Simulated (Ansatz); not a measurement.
## Si2H7ClO3F2: single-point calculation

The run: single-point calculation of Si2H7ClO3F2. Method and program: RKS PBE0-D4/def2-TZVPP (Ansatz 0.2.0).

The geometry is the reactant side of a reaction. The reaction was set up to form Si1–O8, H7–O10 and O2–H9 and to break Si1–O2, H7–O8 and H9–O10 (atoms counted from 1 in the order of the input); sticks are drawn by distance alone. The geometry comes from this level: PBE0-D4/def2-TZVP.

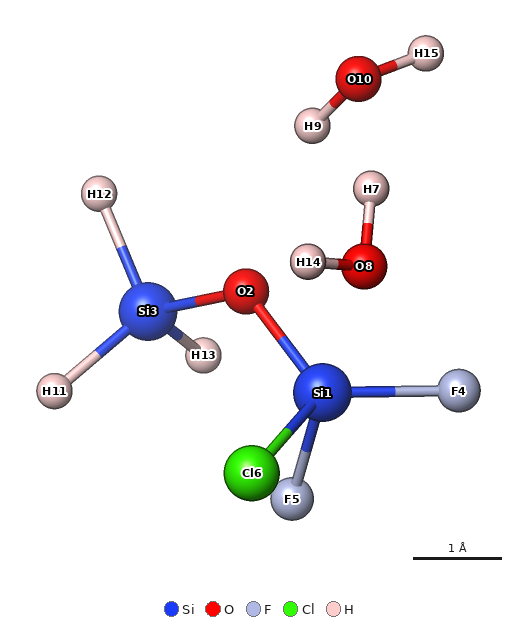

*The structure (ball-and-stick view, seen at a tilt; atoms are numbered from 1 in the order of the input).*

Bond lengths as drawn: Cl–Si 2.07 Å, F–Si 1.59 to 1.62 Å, H–O 0.96 to 1.00 Å, H–Si 1.48 to 1.49 Å and O–Si 1.65 to 1.66 Å.

## Input
```yaml
crystal:
  periodic: [false, false, false]
  atoms:
    - {symbol: Si, position_ang: [-1.322201, 0.313925, 0.327488]}
    - {symbol: O, position_ang: [0.127871, 0.228136, -0.458133]}
    - {symbol: Si, position_ang: [0.475580, 0.770181, -1.992027]}
    - {symbol: F, position_ang: [-2.031207, -1.080169, 0.611580]}
    - {symbol: F, position_ang: [-2.217636, 0.718332, -0.963361]}
    - {symbol: Cl, position_ang: [-1.791262, 2.024201, 1.395320]}
    - {symbol: H, position_ang: [0.464995, -0.788624, 1.793239]}
    - {symbol: O, position_ang: [-0.293881, -0.173253, 1.988356]}
    - {symbol: H, position_ang: [1.450236, -1.192342, 0.195709]}
    - {symbol: O, position_ang: [1.665493, -1.613651, 1.040973]}
    - {symbol: H, position_ang: [0.163496, 2.211582, -2.122805]}
    - {symbol: H, position_ang: [1.937787, 0.554088, -2.145304]}
    - {symbol: H, position_ang: [-0.243781, -0.022232, -3.015745]}
    - {symbol: H, position_ang: [0.043208, 0.610295, 2.434159]}
    - {symbol: H, position_ang: [1.571100, -2.560669, 0.910650]}
basis:
  gaussian: {orbitals: def2-TZVPP}
hamiltonian: {xc: pbe0, dispersion: d4}
output: {orbitals: {seedname: orbitals}}
```

Hardware: 4 CPU threads, shared host.

Launched with:
```bash
ansatz run in.yaml --threads 4 --pin off --events-out ev --progress --plain --max-ram 66560MiB --backend cuda --devices 0, --max-vram 37GiB
```

## Log
```
Functional definition: PBE0
  name "PBE0"
  cite "Adamo & Barone, J. Chem. Phys. 110, 6158 (1999) doi:10.1063/1.478522"
  cite "Perdew, Burke & Ernzerhof, Phys. Rev. Lett. 77, 3865 (1996) doi:10.1103/PhysRevLett.77.3865"
  parent pbe
  parameter a = 0.25
  parameter kappa = 0.804
  parameter beta = 0.06672455060314922
  exchange = (1 - a)*pbe_x(kappa = kappa, mu = beta*pi^2/3) + a*exact_x
  correlation = pbe_c(beta = beta)
2085 factors; their error is unknown
mean field evaluation 1: about -39947.1892 eV, gradient 8.9e1 eV
mean field evaluation 2: about -39934.5303 eV, gradient 1.2e2 eV
mean field evaluation 4: about -39958.5107 eV, gradient 5.7e0 eV
mean field evaluation 8: about -39958.5580 eV, gradient 8.0e-2 eV
mean field evaluation 16: about -39958.6563 eV, gradient 1.3e-4 eV
mean field -39958.65631127 eV, -1468.4535344890 hartree, gradient 4.1e-5 eV, S^2 0.000000; 0 other end points of the search recorded, 0 dependent functions left out
reference -39958.65634777 eV, -1468.4535358304 hartree; 47, 47 occupied and 332, 332 virtual orbitals, 2085 factors
Total energy: -39959.01007915 eV, -1468.4665352189 hartree
```

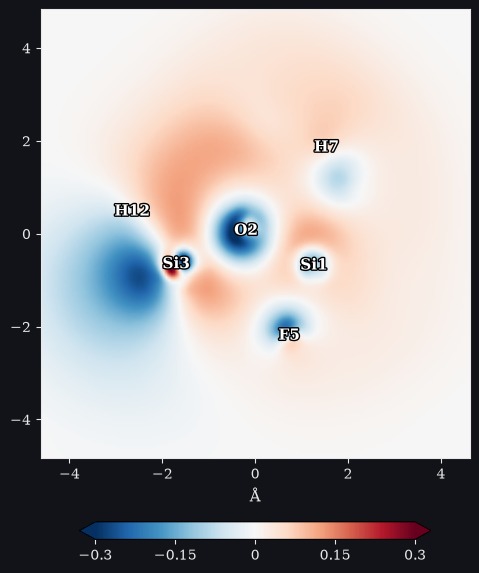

*One frontier orbital on the plane of atoms O2, Si3 and H12 (values in Å⁻³ᐟ²; the overall sign is arbitrary).*

The LUMO, at −0.32 eV. By Hirshfeld shares it lies mainly on Si3 (30 %), H15 (10 %) and H9 (10 %).

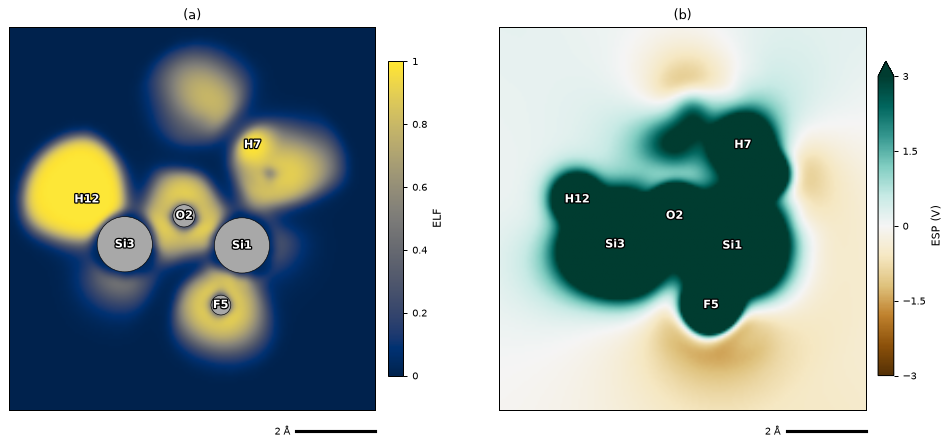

*(a) electron localisation function; (b) molecular electrostatic potential on the plane of atoms O2, Si3 and H12. Grey discs, where drawn, cover atomic cores.*

Si–H (1.49 Å): the ELF climbs to about 1 towards the hydrogen, as it does in any bond to H.

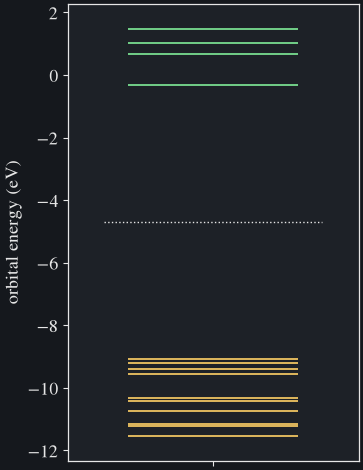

*Orbital energies near the frontier; the dotted line parts filled from empty levels, and levels within 0.02 eV of each other stand side by side.*

Highest filled −9.08 eV, lowest empty −0.32 eV, 8.76 eV apart.

## Summary

```json
{"quantity": "outcome", "value": "converged"}
{"quantity": "total energy", "value": "−39959.0101 eV"}
{"quantity": "mean-field energy", "value": "−39958.6563 eV"}
{"quantity": "dispersion energy", "value": "−0.3537 eV"}
{"quantity": "SCF solution under orbital rotations", "value": "stable"}
{"quantity": "HOMO", "value": "−9.08 eV"}
{"quantity": "LUMO", "value": "−0.32 eV"}
{"quantity": "wall time", "value": "6 s (CPU time 6.5 s)"}
{"quantity": "peak memory", "value": "0.92 GiB"}
```
